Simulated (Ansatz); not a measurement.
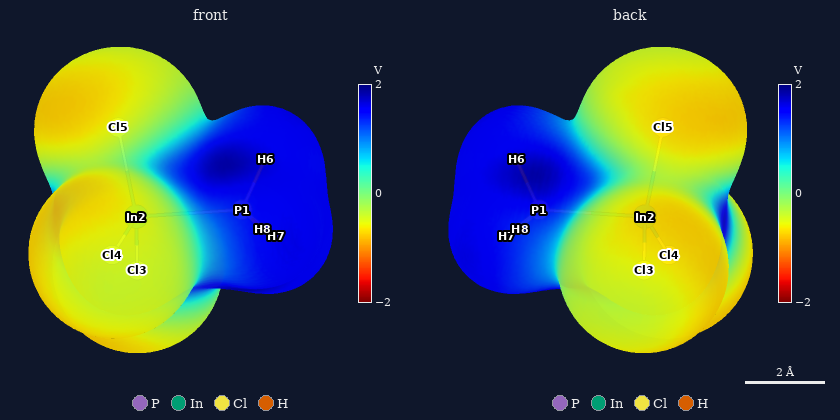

Cl$_{3}$H$_{3}$InP (SMILES [PH3+][In-]([Cl])([Cl])[Cl]). The electrostatic potential painted on the density surface at 0.001 e/bohr³, seen from the front and from behind; the colour scale runs from red (negative) to blue (positive).

Geometry: PBE0-D4/def2-TZVP; core potentials replace the inner electrons of In.

The calculation used Ansatz, RKS PBE0-D4/def2-TZVPP.

Input file:

```
crystal:
  periodic: [false, false, false]
  atoms:
    - {symbol: P, position_ang: [-1.080401, -0.136402, 0.574912]}
    - {symbol: In, position_ang: [1.302095, 0.145475, -0.694677]}
    - {symbol: Cl, position_ang: [2.390548, -1.714392, 0.180369]}
    - {symbol: Cl, position_ang: [0.547064, 0.024119, -2.891219]}
    - {symbol: Cl, position_ang: [1.895953, 2.236517, 0.132635]}
    - {symbol: H, position_ang: [-1.504842, 0.914870, 1.409188]}
    - {symbol: H, position_ang: [-1.228445, -1.225937, 1.453747]}
    - {symbol: H, position_ang: [-2.229771, -0.301350, -0.220754]}
basis:
  gaussian: {orbitals: def2-TZVPP}
hamiltonian: {xc: pbe0, dispersion: d4}
output: {orbitals: {seedname: orbitals}}
```

Command:

```sh
ansatz run in.yaml --threads 4 --pin off --events-out ev --progress --plain --max-ram 10444MiB
```

Describe the electrostatic potential map.

Answer. The most negative region (about −0.8 V) lies over Cl3, Cl4 and Cl5, the most positive (about +1.8 V) over P1.
